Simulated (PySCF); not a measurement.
# C4H10BN: magnetic properties

Wanted: magnetic properties for C4H10BN (`C=CBNCC`).

Computed with PySCF 2.14.0 and routines of our own; the level stands in each step. Atoms count from 0.

## Step 1: The starting structure

16 atoms, charge 0, multiplicity 1; geometry from: GFN2-xTB.

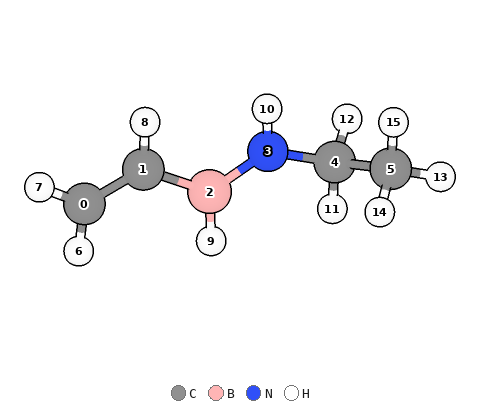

The starting geometry (carbon grey, boron pink, nitrogen blue, hydrogen white).

## Step 2: Geometry optimisation at PBE0-D3(BJ)/def2-SVP

The job: settings as JSON, then the geometry in Å.

```
{"job": {"xc": "PBE0", "basis": "def2-SVP", "d3": "d3bj", "grid": 1, "kind": "geom"}, "charge": 0, "multiplicity": 1}
C      3.232090     0.972024     0.006652
C      2.112209     0.499161     0.543021
B      0.877059    -0.003234    -0.267155
N     -0.237409    -0.436975     0.426634
C     -1.491308    -0.921238    -0.100418
C     -2.666235    -0.062034     0.364748
H      3.357122     1.035628    -1.062675
H      4.070925     1.315663     0.595303
H      2.062759     0.467906     1.629188
H      0.866726    -0.027215    -1.439899
H     -0.241018    -0.415494     1.437921
H     -1.429689    -0.908355    -1.190015
H     -1.653703    -1.959350     0.221066
H     -3.598228    -0.443225    -0.043977
H     -2.531931     0.965152     0.034379
H     -2.736969    -0.069469     1.450966
```

Launch:

```console
$ OMP_NUM_THREADS=1 python excited_run.py task.json out
```

This one command runs all jobs of the session in turn.

The log of the run:

```text
step   0  E = -237.60641049  max force = 0.019744
step   1  E = -237.60892326  max force = 0.003108
step   2  E = -237.60895759  max force = 0.001474
step   3  E = -237.60901518  max force = 0.000972
step   4  E = -237.60901874  max force = 0.000755
step   5  E = -237.60903074  max force = 0.000225
optimisation converged
```

Run time: 44 s. Hardware: 1 thread of Arm Neoverse N1, shared host; peak memory 0.55 GiB.

Relaxation path:

| step | energy from step 0 (eV) | largest force component (eV/Å) |
| --- | --- | --- |
| 0 | 0.0000 | 1.0153 |
| 1 | -0.0684 | 0.1598 |
| 2 | -0.0693 | 0.0758 |
| 3 | -0.0709 | 0.0500 |
| 4 | -0.0710 | 0.0388 |
| 5 | -0.0713 | 0.0116 |

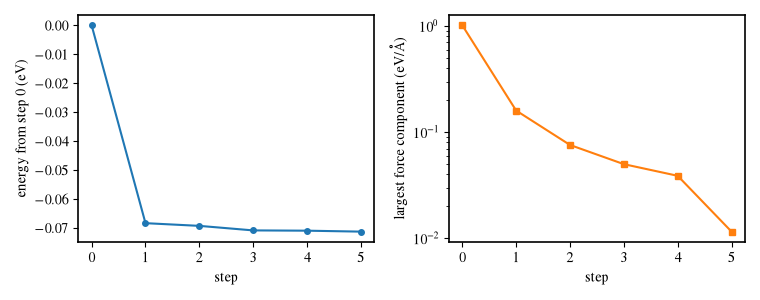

Energy and largest force along the relaxation.

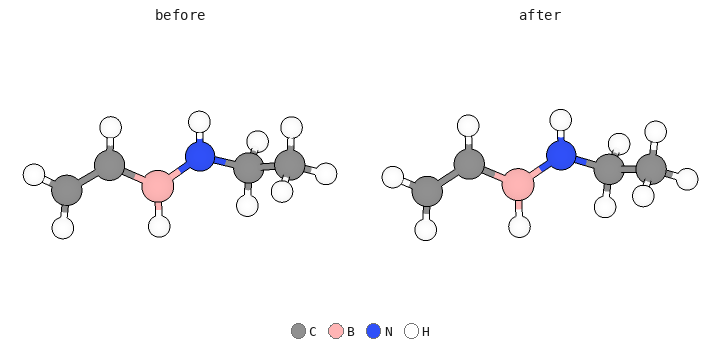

Before and after, at one scale.

Close pairs (by a distance rule), those that changed most:

| bond | before (Å) | after (Å) | change (Å) |
| --- | --- | --- | --- |
| B2–H9 | 1.173 | 1.215 | +0.042 |
| C0–H6 | 1.078 | 1.096 | +0.017 |
| C0–H7 | 1.081 | 1.096 | +0.015 |
| C5–H13 | 1.087 | 1.101 | +0.014 |
| C5–H15 | 1.089 | 1.102 | +0.014 |
| C5–H14 | 1.087 | 1.101 | +0.013 |
| B2–N3 | 1.383 | 1.395 | +0.013 |
| C1–H8 | 1.088 | 1.100 | +0.012 |

The next job starts from the end point, and lists it.

| at the end point | value |
| --- | --- |
| point group (found at 0.08 Å tolerance) | C1 |
| rotational constants (GHz, main isotopes) | 14.769, 1.263, 1.250 |
| dipole moment (D) | 1.76 |

## Step 3: Magnetic properties: GIAO CAM-B3LYP/pcSseg-1

The job: settings as JSON, then the geometry in Å.

```
{"job": {"kind": "mag", "xc": "CAM-B3LYP", "basis": "pcSseg-1", "isotopologues": 2}, "charge": 0, "multiplicity": 1}
C      3.063902     0.850831     0.145812
C      1.962482     0.384904     0.752636
B      0.709873    -0.100522    -0.035790
N     -0.425307    -0.568584     0.626991
C     -1.660005    -1.028665     0.036152
C     -2.858244    -0.175493     0.419716
H      3.124965     0.905214    -0.947071
H      3.945419     1.195691     0.697882
H      1.968298     0.357396     1.852516
H      0.696297    -0.079799    -1.250122
H     -0.430810    -0.578582     1.642861
H     -1.525802    -1.023424    -1.055894
H     -1.849689    -2.080043     0.322014
H     -3.781896    -0.568404    -0.031960
H     -2.721938     0.863750     0.083904
H     -3.004087    -0.159178     1.512251
```

Level: GIAO CAM-B3LYP/pcSseg-1 magnetisability, rotational g tensor and spin-rotation constants, non-relativistic, gas phase.

The log of the run:

```text
coarse grid: 12696 points
cycle   1  E = -237.8211730002  dE =  5.465e-01  |g| = 3.635e-01  |ddm| = 3.256e+00
cycle   2  E = -237.8367133706  dE = -1.554e-02  |g| = 3.053e-01  |ddm| = 5.118e-01
cycle   3  E = -237.8574544892  dE = -2.074e-02  |g| = 5.943e-02  |ddm| = 2.389e-01
cycle   4  E = -237.8581017525  dE = -6.473e-04  |g| = 2.891e-02  |ddm| = 5.399e-02
cycle   5  E = -237.8582999947  dE = -1.982e-04  |g| = 3.472e-03  |ddm| = 2.207e-02
cycle   6  E = -237.8583031140  dE = -3.119e-06  |g| = 8.340e-04  |ddm| = 3.711e-03
final grid: 120752 points
cycle   7  E = -237.9046372707  dE = -2.626e-05  |g| = 4.405e-03  |ddm| = 1.255e-02
cycle   8  E = -237.9046380113  dE = -7.406e-07  |g| = 4.216e-03  |ddm| = 5.654e-03
cycle   9  E = -237.9046420446  dE = -4.033e-06  |g| = 4.460e-04  |ddm| = 2.686e-03
cycle  10  E = -237.9046420828  dE = -3.816e-08  |g| = 1.947e-04  |ddm| = 3.791e-04
cycle  11  E = -237.9046420913  dE = -8.462e-09  |g| = 2.520e-05  |ddm| = 1.390e-04
cycle  12  E = -237.9046420914  dE = -1.733e-10  |g| = 9.810e-06  |ddm| = 3.060e-05
converged SCF energy = -237.9046420914

Magnetisability tensor (1e-30 J/T^2)
     -978.69       90.35       -7.57
       90.35    -1110.81      -19.03
       -7.57      -19.03     -806.35
isotropic -965.28   principal values   -1157.20   -934.65   -804.00
isotropic susceptibility -58.131 1e-6 cm^3/mol

Inertial axes            a          b          c
rot. const./GHz     14.7693     1.2634     1.2501
chi total           -56.898    -53.916    -63.578
chi diamagnetic    -179.829  -1076.929  -1093.072
chi paramagnetic    122.931   1023.012   1029.494
quadrupole/D A        3.208     -0.603     -2.605
g nuclear            0.7612     0.5989     0.6028
g electronic        -0.8530    -0.6072    -0.6046
g total             -0.0917    -0.0083    -0.0018

Spin-rotation constants (kHz, H = +C I.J)
atom  isotope        aa         bb         cc
  2    11B        4.691      0.378      0.276
  3    14N        1.390      0.135      0.089
  6     1H       -1.371      0.060     -0.071
  7     1H        0.684     -0.061     -0.126
  8     1H       -1.439      0.073     -0.076
  9     1H       -1.131      0.037     -0.074
 10     1H       -1.649      0.030     -0.105
 11     1H       -1.443      0.019     -0.094
 12     1H       -1.225     -0.117      0.025
 13     1H       -0.006     -0.108     -0.137
 14     1H       -1.334     -0.142      0.013
 15     1H       -1.558      0.002     -0.113
  0    13C*       5.848      0.534      0.280
  1    13C*       5.688      0.562      0.277
  4    13C*       2.489      0.243      0.260
  5    13C*       2.076      0.197      0.199
* in the singly substituted isotopologue

Isotopologues: g along a, b, c
2H    at 6,7,8,9,10,11,    -0.0601    -0.0091     0.0005
13C   at 0                 -0.0916    -0.0081    -0.0017
```

Run time: 37 s. Hardware: 1 thread of Arm Neoverse N1, shared host; peak memory 0.81 GiB.

In short:

| quantity | value |
| --- | --- |
| magnetisability | -965·10⁻³⁰ J/T² |
| molar susceptibility | -58.1·10⁻⁶ cm³/mol |
| rotational g (a, b, c) | -0.0917, -0.0083, -0.0018 |

## Step 4: Magnetic properties: GIAO LC-wPBE/pcSseg-0

The job, as its differences from that of step 3:

```diff
@@ -1,2 +1,2 @@
-{"job": {"kind": "mag", "xc": "CAM-B3LYP", "basis": "pcSseg-1", "isotopologues": 2}, "charge": 0, "multiplicity": 1}
+{"job": {"kind": "mag", "xc": "LC-wPBE", "basis": "pcSseg-0"}, "charge": 0, "multiplicity": 1}
 C      3.063902     0.850831     0.145812
```

Method: GIAO LC-wPBE/pcSseg-0 magnetisability, rotational g tensor and spin-rotation constants, non-relativistic, gas phase.

The log of the run:

```text
coarse grid: 12696 points
cycle   1  E = -237.3982817098  dE =  6.668e-01  |g| = 2.746e-01  |ddm| = 3.558e+00
cycle   2  E = -237.4209187919  dE = -2.264e-02  |g| = 1.538e-01  |ddm| = 4.530e-01
cycle   3  E = -237.4258789607  dE = -4.960e-03  |g| = 5.403e-02  |ddm| = 1.781e-01
cycle   4  E = -237.4266470344  dE = -7.681e-04  |g| = 1.330e-02  |ddm| = 6.388e-02
cycle   5  E = -237.4266930300  dE = -4.600e-05  |g| = 2.279e-03  |ddm| = 1.638e-02
cycle   6  E = -237.4266954907  dE = -2.461e-06  |g| = 6.652e-04  |ddm| = 5.288e-03
final grid: 120752 points
cycle   7  E = -237.3942465691  dE = -3.182e-05  |g| = 3.124e-03  |ddm| = 2.342e-02
cycle   8  E = -237.3942483229  dE = -1.754e-06  |g| = 2.325e-03  |ddm| = 5.345e-03
cycle   9  E = -237.3942494669  dE = -1.144e-06  |g| = 3.753e-04  |ddm| = 1.842e-03
cycle  10  E = -237.3942495088  dE = -4.193e-08  |g| = 1.875e-04  |ddm| = 6.529e-04
cycle  11  E = -237.3942495186  dE = -9.710e-09  |g| = 1.988e-05  |ddm| = 2.363e-04
cycle  12  E = -237.3942495187  dE = -1.872e-10  |g| = 7.166e-06  |ddm| = 4.951e-05
converged SCF energy = -237.3942495187

Magnetisability tensor (1e-30 J/T^2)
    -1022.74      103.96       -3.37
      103.96    -1172.87      -21.21
       -3.37      -21.21     -840.59
isotropic -1012.07   principal values   -1226.82   -970.80   -838.59
isotropic susceptibility -60.948 1e-6 cm^3/mol

Inertial axes            a          b          c
rot. const./GHz     14.7693     1.2634     1.2501
chi total           -59.235    -56.577    -67.032
chi diamagnetic    -179.135  -1075.892  -1091.901
chi paramagnetic    119.900   1019.315   1024.869
quadrupole/D A        3.673     -0.722     -2.951
g nuclear            0.7612     0.5989     0.6028
g electronic        -0.8319    -0.6050    -0.6019
g total             -0.0707    -0.0061     0.0009

Spin-rotation constants (kHz, H = +C I.J)
atom  isotope        aa         bb         cc
  2    11B        4.631      0.355      0.245
  3    14N        1.285      0.121      0.072
  6     1H       -1.435      0.050     -0.084
  7     1H        0.596     -0.069     -0.137
  8     1H       -1.517      0.060     -0.089
  9     1H       -1.121      0.033     -0.080
 10     1H       -1.807      0.007     -0.123
 11     1H       -1.610      0.004     -0.105
 12     1H       -1.401     -0.129      0.011
 13     1H       -0.188     -0.121     -0.148
 14     1H       -1.494     -0.152      0.003
 15     1H       -1.720     -0.011     -0.122
  0    13C*       5.757      0.524      0.253
  1    13C*       5.526      0.540      0.244
  4    13C*       2.018      0.204      0.225
  5    13C*       1.674      0.164      0.168
* in the singly substituted isotopologue
```

Run time: 17 s. Hardware: 1 thread of Arm Neoverse N1, shared host; peak memory 0.55 GiB.

In short:

| quantity | value |
| --- | --- |
| magnetisability | -1012·10⁻³⁰ J/T² |
| molar susceptibility | -60.9·10⁻⁶ cm³/mol |
| rotational g (a, b, c) | -0.0707, -0.0061, 0.0009 |

## Step 5: Magnetic properties: GIAO PBE0/6-311G**

The job, as its differences from that of step 4:

```diff
@@ -1,2 +1,2 @@
-{"job": {"kind": "mag", "xc": "LC-wPBE", "basis": "pcSseg-0"}, "charge": 0, "multiplicity": 1}
+{"job": {"kind": "mag", "xc": "PBE0", "basis": "6-311G**", "scf": {"aux": "def2-universal-jkfit"}}, "charge": 0, "multiplicity": 1}
 C      3.063902     0.850831     0.145812
```

Level: GIAO PBE0/6-311G** magnetisability, rotational g tensor and spin-rotation constants, non-relativistic, gas phase.

The log of the run:

```text
final grid: 120752 points
cycle   1  E = -237.7783900623  dE =  4.069e-01  |g| = 4.225e-01  |ddm| = 2.853e+00
cycle   2  E = -237.7752229168  dE =  3.167e-03  |g| = 4.509e-01  |ddm| = 7.152e-01
cycle   3  E = -237.8265303184  dE = -5.131e-02  |g| = 8.448e-02  |ddm| = 3.861e-01
cycle   4  E = -237.8279867593  dE = -1.456e-03  |g| = 3.856e-02  |ddm| = 7.669e-02
cycle   5  E = -237.8283575316  dE = -3.708e-04  |g| = 5.925e-03  |ddm| = 2.606e-02
cycle   6  E = -237.8283661352  dE = -8.604e-06  |g| = 1.731e-03  |ddm| = 5.742e-03
cycle   7  E = -237.8283668130  dE = -6.778e-07  |g| = 6.467e-04  |ddm| = 1.478e-03
cycle   8  E = -237.8283669060  dE = -9.306e-08  |g| = 1.577e-04  |ddm| = 4.610e-04
cycle   9  E = -237.8283669115  dE = -5.522e-09  |g| = 2.602e-05  |ddm| = 1.113e-04
cycle  10  E = -237.8283669117  dE = -1.659e-10  |g| = 8.707e-06  |ddm| = 2.702e-05
converged SCF energy = -237.8283669117

Magnetisability tensor (1e-30 J/T^2)
     -964.40       95.67       -5.89
       95.67    -1110.13      -18.63
       -5.89      -18.63     -796.96
isotropic -957.16   principal values   -1158.07   -918.50   -794.92
isotropic susceptibility -57.642 1e-6 cm^3/mol

Inertial axes            a          b          c
rot. const./GHz     14.7693     1.2634     1.2501
chi total           -55.936    -53.491    -63.499
chi diamagnetic    -178.636  -1075.634  -1091.682
chi paramagnetic    122.701   1022.144   1028.183
quadrupole/D A        3.377     -0.607     -2.770
g nuclear            0.7612     0.5989     0.6028
g electronic        -0.8514    -0.6067    -0.6038
g total             -0.0901    -0.0078    -0.0011

Spin-rotation constants (kHz, H = +C I.J)
atom  isotope        aa         bb         cc
  2    11B        4.437      0.356      0.261
  3    14N        1.371      0.133      0.086
  6     1H       -1.372      0.061     -0.071
  7     1H        0.703     -0.061     -0.126
  8     1H       -1.429      0.074     -0.076
  9     1H       -1.132      0.038     -0.074
 10     1H       -1.654      0.034     -0.104
 11     1H       -1.454      0.021     -0.093
 12     1H       -1.230     -0.116      0.025
 13     1H       -0.005     -0.109     -0.138
 14     1H       -1.349     -0.143      0.013
 15     1H       -1.577      0.001     -0.114
  0    13C*       5.605      0.507      0.266
  1    13C*       5.433      0.536      0.264
  4    13C*       2.380      0.234      0.250
  5    13C*       1.959      0.185      0.186
* in the singly substituted isotopologue
```

Run time: 32 s. Hardware: 1 thread of Arm Neoverse N1, shared host; peak memory 0.72 GiB.

From this job:

| quantity | value |
| --- | --- |
| magnetisability | -957·10⁻³⁰ J/T² |
| molar susceptibility | -57.6·10⁻⁶ cm³/mol |
| rotational g (a, b, c) | -0.0901, -0.0078, -0.0011 |

## Step 6: Magnetic properties side by side

| level | ξ (10⁻³⁰ J/T²) | g(a) | g(b) | gap (eV) | functions | time |
| --- | --- | --- | --- | --- | --- | --- |
| GIAO CAM-B3LYP/pcSseg-1 | -965 | -0.0917 | -0.0083 | 9.02 | 152 | 37 s |
| GIAO LC-wPBE/pcSseg-0 | -1012 | -0.0707 | -0.0061 | 11.71 | 74 | 17 s |
| GIAO PBE0/6-311G** | -957 | -0.0901 | -0.0078 | 6.58 | 168 | 32 s |

## Step 7: Summary of results

| quantity | value |
| --- | --- |
| point group | C1 |
| rotational constants (main isotopes) | 14.77, 1.26, 1.25 GHz |
| magnetisability (step 3, GIAO CAM-B3LYP/pcSseg-1) | -965·10⁻³⁰ J/T² |
| molar susceptibility (step 3, GIAO CAM-B3LYP/pcSseg-1) | -58.1·10⁻⁶ cm³/mol |
| rotational g (a, b, c) (step 3, GIAO CAM-B3LYP/pcSseg-1) | -0.0917, -0.0083, -0.0018 |
| magnetisability over the levels | -1012 to -957·10⁻³⁰ J/T² |

In words: Over 5 steps the energy fell by 0.071 eV; of the close pairs, B2–H9 changed most, 1.173 to 1.215 Å. The magnetisability spreads by 5.6 % over 3 levels, from GIAO LC-wPBE/pcSseg-0 (17 s) to GIAO PBE0/6-311G** (32 s); the runs took 17 s to 37 s. Vibrational averaging and real surroundings are missing from these values.
